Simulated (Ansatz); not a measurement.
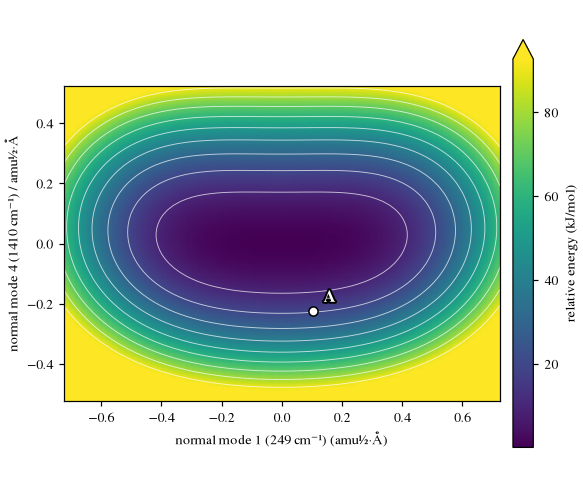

CH₂Cl, SMILES [CH2]Cl, spin multiplicity 2. First axis: normal mode 1 (249 cm⁻¹). Second axis: normal mode 4 (1410 cm⁻¹). Nothing is relaxed (straight displacements along the two mass-weighted modes). The scan uses a 15 × 15 grid; 120 points were computed and 105 follow by symmetry. All energies are given in kJ/mol relative to the lowest grid point. The calculation used UKS r2SCAN-D4/def2-TZVP (Ansatz 0.2.0).

The picture shows a smooth colour map with a few white contour lines, one colour for all values above the top of the scale, the point A. Between grid points the surface is interpolated.

Which way does the force act at A, and how strong is it?

Answer. A, at normal mode 1 (249 cm⁻¹) = 0.104 amu½·Å, normal mode 4 (1410 cm⁻¹) = −0.224 amu½·Å, is not a stationary point. The computed force is 12 kJ/mol for each amu½·Å towards smaller values of normal mode 1 (249 cm⁻¹) and 173 kJ/mol for each amu½·Å towards larger values of normal mode 4 (1410 cm⁻¹).
